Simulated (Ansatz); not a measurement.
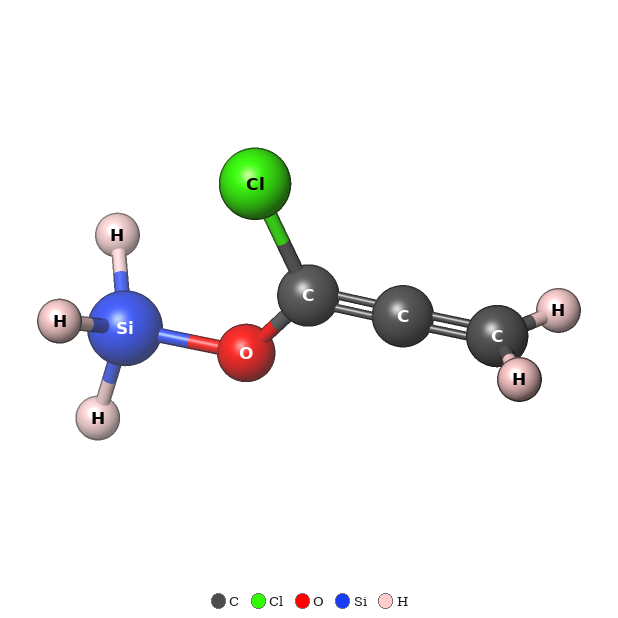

Orthographic view. Depth is shown by fading: the farther an atom, the more it takes the colour of the background. Computed geometry: PBE-D4/def2-SVP optimisation. No frequency run is at hand to confirm it as a minimum.

Give the standard InChI.

InChI=1S/C3H5ClOSi/c1-2-3(4)5-6/h1H2,6H3
